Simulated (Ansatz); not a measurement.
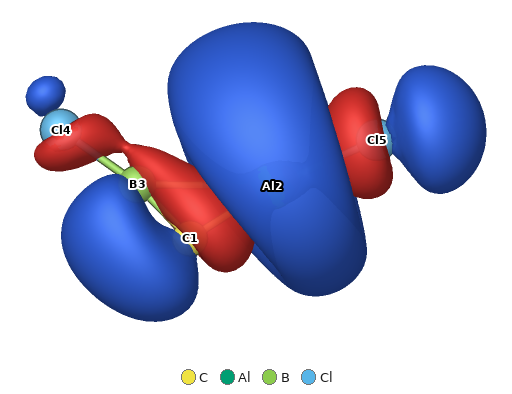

Figure. CAlBCl₂ (SMILES Cl[B-]1=[C+][Al]1[Cl]). The LUMO at ±0.05 Å⁻³ᐟ² (red and blue are the two phases), seen across its widest extent.

Geometry: B3LYP-D3(BJ)/def2-SVP.

All numbers below come from Ansatz, isolated molecule in a Gaussian basis; Kohn-Sham density functional theory, functional PBE0.

```xyz
5

C    -1.0729    0.5278   -0.8286
Al   -2.1933   -0.8365   -1.0250
B    -1.3831    0.9550    0.4532
Cl   -1.5477    1.6989    1.9916
Cl   -3.3815   -2.4673   -1.5391
```

> What is the character of this orbital?

By Hirshfeld shares it lies mainly on Al2 (about 55 %), Cl5 (about 15 %), C1 (about 15 %) and B3 (about 10 %); it is symmetric in the molecular plane (an in-plane orbital: σ, lone-pair or in-plane π type). Its energy is −2.25 eV.
